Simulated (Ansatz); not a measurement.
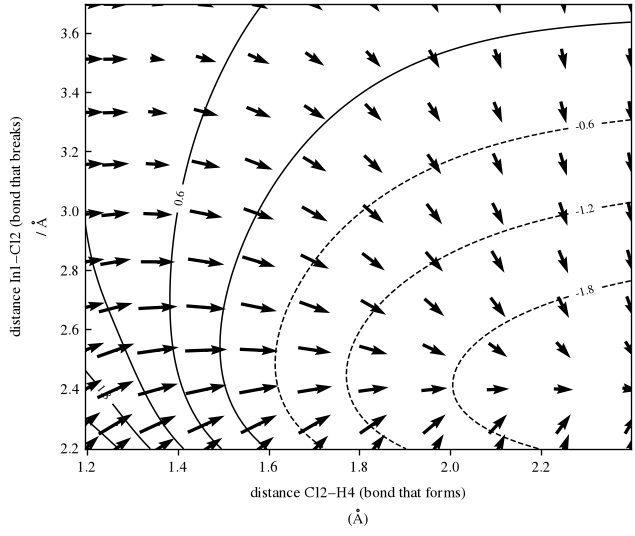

Energy landscape of the reacting system CH₄ClInO (fragments CH₄ClInO where the first distance is long, CH₃InO + ClH where the second is long). First axis: distance Cl2–H4 (bond that forms). Second axis: distance In1–Cl2 (bond that breaks). Relaxed at each point: all other coordinates. The scan uses an 11 × 11 grid. Points are written as (first, second). All energies are given in eV relative to a guessed transition structure relaxed with its forming and breaking bonds held. The reference is spin-restricted, so regions where a bond is pulled apart into radicals lie too high. Method: RHF/def2-SVP (Ansatz).

The picture shows contour lines labelled in eV, dots at the grid points, arrows along the force (downhill), their lengths compressed. Between grid points the surface is interpolated. 

Q: Describe this landscape.

A: The lowest grid point is at (2.397 Å, 2.397 Å), −2.34 eV from a guessed transition structure relaxed with its forming and breaking bonds held. It lies at the edge of the scanned range, so the true minimum may lie outside. The highest grid point, (1.197 Å, 2.196 Å), lies 5.32 eV above the lowest.

Grid values (eV):

```
second ↓, first →  1.197  1.264  1.357  1.463  1.579  1.702  1.831  1.965  2.105  2.249  2.397
            3.696   1.10   0.90   0.81   0.74   0.61   0.46   0.33   0.23   0.16   0.12   0.10
            3.511   1.10   0.90   0.79   0.67   0.48   0.28   0.11  −0.02  −0.11  −0.17  −0.21
            3.331   1.12   0.90   0.77   0.59   0.34   0.08  −0.13  −0.29  −0.41  −0.49  −0.55
            3.156   1.14   0.92   0.75   0.49   0.17  −0.14  −0.39  −0.58  −0.73  −0.84  −0.91
            2.988   1.19   0.95   0.72   0.38  −0.02  −0.37  −0.67  −0.89  −1.07  −1.19  −1.29
            2.827   1.27   1.01   0.71   0.27  −0.20  −0.61  −0.94  −1.20  −1.40  −1.55  −1.66
            2.673   1.41   1.13   0.73   0.19  −0.35  −0.81  −1.18  −1.47  −1.69  −1.86  −1.99
            2.529   1.64   1.31   0.80   0.17  −0.43  −0.94  −1.34  −1.66  −1.90  −2.09  −2.23
            2.397   1.99   1.60   0.97   0.26  −0.39  −0.94  −1.38  −1.72  −1.98  −2.18  −2.34
            2.280   2.48   2.01   1.29   0.51  −0.20  −0.77  −1.24  −1.60  −1.88  −2.09  −2.26
            2.196   2.99   2.45   1.66   0.83   0.10  −0.51  −0.99  −1.36  −1.65  −1.88  −2.05
```

Each point was launched as `ansatz run input.yaml --threads 1 --pin off --max-ram 2560MiB --backend cpu --events-out ev --progress --plain --runs-dir out`. The whole map (121 points run) took 35 min on 1 thread of Arm Neoverse V1, with other jobs on the host.
